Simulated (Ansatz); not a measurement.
Process, species as SMILES: F (HF) → HF+ (doublet, bonded as F) + e-
B3LYP-D3(BJ)/def2-TZVP geometries, fixed; electronic energies without zero-point terms.

Basis-set convergence of the adiabatic ionisation energy at PBE with Ansatz (a quantum-chemistry and plane-wave program). All functions are spherical. The program fits the integrals of some runs and decomposes those of others, by size. Open shells are unrestricted. No added dispersion term, no relativity. Functions are those of the species that has most. Reference: the value in aug-cc-pV5Z, 16.108 eV, itself unsure by roughly 0.003 eV (its mean distance from pcseg-4, aug-pcseg-3, aug-cc-pVQZ). Deviations are taken from unrounded values.

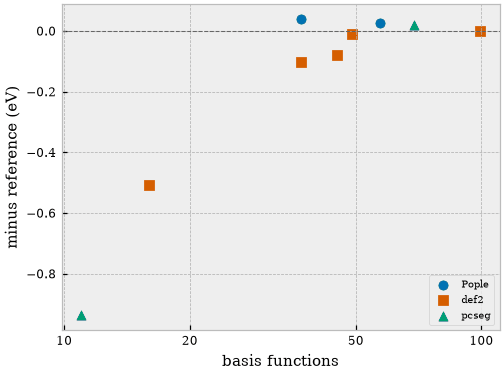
Fig. 1. Deviation from the reference against the number of basis functions, by family of sets.

```
basis              functions  adiabatic ionisation energy (eV)  minus reference (eV)
-----------------  ---------  --------------------------------  --------------------
pcseg-0                   11                            15.170                -0.937
def2-SV(P)                16                            15.601                -0.507
6-311++G(2d,2p)           37                            16.147                 0.039
def2-TZVP                 37                            16.005                -0.102
def2-TZVPP                45                            16.027                -0.080
def2-TZVPD                49                            16.097                -0.011
6-311++G(3df,3pd)         57                            16.133                 0.025
aug-pcseg-2               69                            16.128                 0.020
def2-QZVPPD               99                            16.106                -0.002
```
